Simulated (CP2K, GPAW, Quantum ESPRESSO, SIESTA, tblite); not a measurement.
# CP2K runs on amorphous carbon (160 atoms), part 2 of 2

Wanted: CP2K inputs and outputs for amorphous carbon (160 atoms), checked against a plane-wave reference.

Program: CP2K 2026.2; the method stands at each step. Banners, paths, timers and routine set-up lines are dropped from the logs unmarked, and long logs keep their key lines alone; longer cuts are marked.

So far. Step 2 (PBE, DZVP-UZH, 450/50 Ry, diagonalisation): Forces lie 2.3 % from the reference's, at 0.86 times its CPU time. Step 3 (PBE, SZV-MOLOPT-SR, 450/50 Ry, diagonalisation): Against the first run (2.3 %), the force difference from the reference is 34 %, at 0.38 times the CPU time (on 2 against 4 cores), with 640 basis functions against 2080; this set comes with other potentials too, so the change isn't the basis's alone.

## 4. PBE, DZVP-UZH, 157/50 Ry, diagonalisation

Method: Kohn-Sham DFT, PBE, GTH-PBE pseudopotentials, Gaussian and plane waves, DZVP-MOLOPT (UZH set), diagonalisation.

input.inp

```
&GLOBAL
  PROJECT cell
  RUN_TYPE ENERGY_FORCE
  PRINT_LEVEL LOW
&END GLOBAL
&FORCE_EVAL
  METHOD QS
  STRESS_TENSOR ANALYTICAL
  &DFT
    BASIS_SET_FILE_NAME BASIS_MOLOPT_UZH
    POTENTIAL_FILE_NAME POTENTIAL_UZH
    &MGRID
      CUTOFF 157
      REL_CUTOFF 50
    &END MGRID
    &QS
      EPS_DEFAULT 1.0E-12
    &END QS
    &SCF
      SCF_GUESS ATOMIC
      EPS_SCF 5.0E-06
      MAX_SCF 200
      ADDED_MOS 72
      &DIAGONALIZATION
        ALGORITHM STANDARD
      &END DIAGONALIZATION
      &SMEAR ON
        METHOD FERMI_DIRAC
        ELECTRONIC_TEMPERATURE [K] 580
      &END SMEAR
      &MIXING
        METHOD BROYDEN_MIXING
        ALPHA 0.15
        NBROYDEN 12
      &END MIXING
      &PRINT
        &RESTART OFF
        &END RESTART
      &END PRINT
    &END SCF
    &XC
      &XC_FUNCTIONAL PBE
      &END XC_FUNCTIONAL
    &END XC
    &PRINT
      &MULLIKEN ON
      &END MULLIKEN
      &HIRSHFELD ON
        SHAPE_FUNCTION DENSITY
      &END HIRSHFELD
      &MO ON
        EIGENVALUES T
        OCCUPATION_NUMBERS T
        MO_INDEX_RANGE 309 332
        &EACH
          QS_SCF 0
        &END EACH
        ADD_LAST NUMERIC
      &END MO
    &END PRINT
  &END DFT
  &SUBSYS
    &CELL
      A 12.34060 0.00000 0.00000
      B 0.00000 12.34060 0.00000
      C 0.00000 0.00000 12.34060
    &END CELL
    &COORD
[... 160 atom lines left out: the same atoms as in the first run ...]
    &END COORD
    &KIND C
      BASIS_SET DZVP-MOLOPT-PBE-GTH-q4
      POTENTIAL GTH-PBE-q4
    &END KIND
  &END SUBSYS
  &PRINT
    &FORCES ON
    &END FORCES
    &STRESS_TENSOR ON
    &END STRESS_TENSOR
  &END PRINT
&END FORCE_EVAL
```

Run with:

```bash
$ OMP_NUM_THREADS=1 mpirun -np 4 cp2k.psmp -i input.inp > output.txt
```

Numbers of over 12 decimals in the logs are rounded to 6 here.

Log:

```text
CP2K| version string:                                       CP2K version 2026.2
 CP2K| Input file name                                                 input.inp
 GLOBAL| Basis set file name                                    BASIS_MOLOPT_UZH
 GLOBAL| Potential file name                                       POTENTIAL_UZH
[... lines left out ...]
 Number of electrons:                                                        640
[... lines left out ...]
  Step     Update method      Time    Convergence         Total energy    Change
[... lines left out ...]
  *** SCF run converged in    26 steps ***
[... lines left out ...]
  Fermi energy:                                                 0.108795
  Total energy:                                              -904.846454
  Total energy (extrapolated to T->0):                       -904.839081
[... lines left out ...]
 MO| E(Fermi):            0.108795 a.u.          2.960464 eV
[... lines left out ...]
 ENERGY| Total FORCE_EVAL ( QS ) energy [hartree]           -904.846652
[... lines left out ...]
 FORCES|      1 -2.54219182E-03 -4.94329301E-02 -4.62001209E-03   4.97133969E-02
 FORCES|      2  1.47472205E-02  2.05018576E-02 -5.45970082E-03   2.58382470E-02
 FORCES|      3 -6.81917681E-02  1.89763521E-02 -1.12996381E-01   1.33335671E-01
[...]
FORCES|    159 -2.48501518E-02 -3.32050479E-02 -1.41265309E-02   4.38139718E-02
 FORCES|    160  3.27874280E-02  1.23388109E-02  3.40290126E-02   4.88388717E-02
 FORCES| Sum    -7.90733812E-05 -6.41972763E-03  1.14203661E-03
 FORCES| Total atomic force                                       6.52099709E-03
 STRESS| Analytical stress tensor [bar]
 STRESS|                        x                   y                   z
 STRESS|      x       -1.02862717352E+05   2.09941448843E+03  -4.95261436107E+03
 STRESS|      y        2.09941448843E+03  -1.12036443823E+05  -1.87438079071E+04
 STRESS|      z       -4.95261436107E+03  -1.87438079071E+04  -6.15757698672E+04
 STRESS| 1/3 Trace                                            -9.21583103476E+04
```

Wall time 3.8 min (4 MPI ranks of Arm Neoverse V1, shared host); peak memory 2.2 GiB; 15 min of CPU time.

Compared with the plane-wave run:

```
r.m.s. force component                          : 2.052 eV/Å
r.m.s. difference of force components           : 60.11 meV/Å
longest difference of force vectors             : 217.1 meV/Å
force difference over r.m.s. force              : 2.976 %
slope of forces against the reference's         : 1.016
correlation of force components                 : 0.9997
pressure                                        : -9.216 GPa
pressure difference                             : 0.8942 GPa
energy less the same-level run's                : -0.8058 meV/atom
r.m.s. force difference from the same-level run : 33.03 meV/Å
```

This is a coarse setting, run to see what it loses.

Against the first run (2.3 %), the force difference from the reference is 3.0 %, at 0.86 times the CPU time: the grid matters here.

## 5. Side by side

Differences are against the plane-wave reference, forces as r.m.s. over components; share is that over the reference's r.m.s. force, slope the least-squares factor from reference forces to these. Total energies of different programs have different zeros and aren't compared.

```tsv
run	Δ force, r.m.s. (meV/Å)	share (%)	slope	Δ pressure (GPa)	cores	CPU time	memory (GiB)
reference	-	-	-	-	4	21 min	7.0
CP2K PBE, DZVP-UZH, 450/50 Ry, diagonalisation	47.2	2.34	1.014	0.868	4	18 min	4.8
CP2K PBE, SZV-MOLOPT-SR, 450/50 Ry, diagonalisation (coarse)	680	33.7	1.304	5.72	2	6.8 min	3.4
CP2K PBE, DZVP-UZH, 157/50 Ry, diagonalisation (coarse)	60.1	2.98	1.016	0.894	4	15 min	2.2
```

Rows marked coarse were listed beforehand as settings not expected to be converged; some can still land near the reference.

CPU time is summed over cores on a shared host, where runs went side by side, so it is rough. Symmetry, cutoffs, thresholds, outputs and thread counts weren't matched or tuned between programs; memory under MPI is the largest rank's times the ranks.

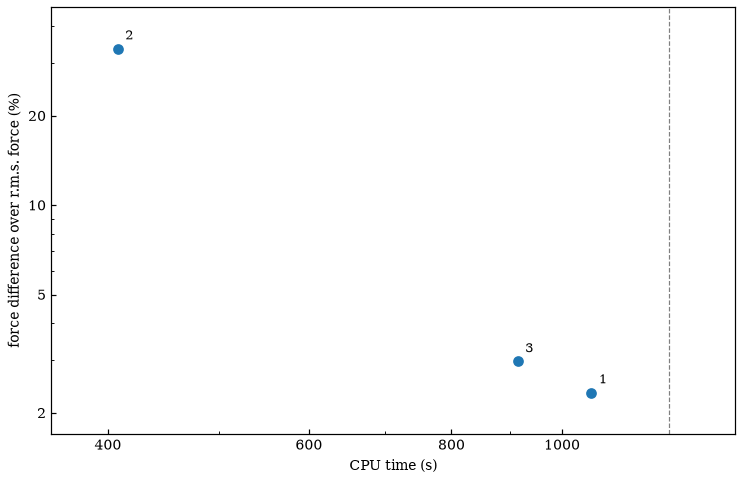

Force difference against CPU time; the dashed line marks the reference's time. Points: 1 CP2K PBE, DZVP-UZH, 450/50 Ry, diagonalisation; 2 CP2K PBE, SZV-MOLOPT-SR, 450/50 Ry, diagonalisation; 3 CP2K PBE, DZVP-UZH, 157/50 Ry, diagonalisation.

Within one program, basis, potentials and functional, energies share a zero. Each run against its twin at the usual cutoff or grid and solver:

```tsv
run	twin	Δ energy (meV/atom)	Δ force, r.m.s. (meV/Å)	CPU time over the twin's
CP2K PBE, DZVP-UZH, 157/50 Ry, diagonalisation	DZVP-UZH, 450/50 Ry, diagonalisation	-0.806	33.0	0.86
```

A second geometry, displaced anew (every atom was moved at random, 0.08 Å r.m.s. a Cartesian component), gives an energy difference that all programs can be tested on. The reference puts it at 180.2 meV/atom.

```tsv
run	energy less the first geometry's (meV/atom)	error (meV/atom)	force share at the second geometry (%)
CP2K PBE, DZVP-UZH, 450/50 Ry, diagonalisation	183.9	3.68	2.00
CP2K PBE, SZV-MOLOPT-SR, 450/50 Ry, diagonalisation	236.5	56.2	30.8
CP2K PBE, DZVP-UZH, 157/50 Ry, diagonalisation	184.1	3.89	2.13
```

## 6. Outcome

```
nearest in forces : CP2K PBE, DZVP-UZH, 450/50 Ry, diagonalisation, 2.3 %
its CPU time      : 18 min
```

In words: The PBE run in local orbitals, coarse settings apart, differs by 2.3 % (CP2K PBE, DZVP-UZH, 450/50 Ry, diagonalisation); basis, grid and potentials can all enter. Runs with settings chosen to be coarse differ by 3.0 % (CP2K PBE, DZVP-UZH, 157/50 Ry, diagonalisation) to 34 % (CP2K PBE, SZV-MOLOPT-SR, 450/50 Ry, diagonalisation), their programs' other errors included. One electronic-structure run takes under half the reference's CPU time: CP2K PBE, SZV-MOLOPT-SR, 450/50 Ry, diagonalisation, at 34 % in 6.8 min against 21 min; its pressure misses by +5.7 GPa. CP2K PBE, SZV-MOLOPT-SR, 450/50 Ry, diagonalisation stiffens the forces by a factor of 1.30 while following their directions (correlation 0.994); the slopes of the 3 CP2K runs lie between 1.01 and 1.30. In pressure, CP2K PBE, SZV-MOLOPT-SR, 450/50 Ry, diagonalisation misses by +5.7 GPa, at the same functional. The energy difference between the two geometries, 180 meV/atom in the reference, is met best by CP2K PBE, DZVP-UZH, 450/50 Ry, diagonalisation (+3.68) and worst by CP2K PBE, SZV-MOLOPT-SR, 450/50 Ry, diagonalisation (coarse) (+56.2). Forces of 2.0 eV/Å r.m.s. are well above thermal ones: they come largely from the bond lengths of the classical model and from the random displacements, and they dominate the comparison. The reference's pressure holds the uncorrected Pulay stress of its 45 Ry basis, so small pressure differences, and their order, may be the reference's own error. The quench rate of 500 K/ps is many orders above laboratory rates, so the cell is likely richer in defects and strain than a real sample. The network of bonds at the start is that of the classical potential that made the cell, and needn't be the one that DFT or experiment would give. The reference's stress is far from hydrostatic: its diagonal is -11.1, -12.1, -7.1 GPa, compression counted positive. The electronic-structure runs sample only Γ, in a cell whose shortest periodic width is 12 Å, which is coarse for a cell with partly filled levels.

[Also dropped from logs without a mark: logging warnings of Python, and SIESTA's first energy breakdown and zero terms.]

[Logs are printed without paths, hosts, clocks, repeated set-up lines and the standing remarks that a program may print on its own settings, such as how far it seeks lower states.]

[Hosts, paths, dates, database ids (printed as entryN), source tags and the programs' standing remarks are cut or masked in the printed files.]
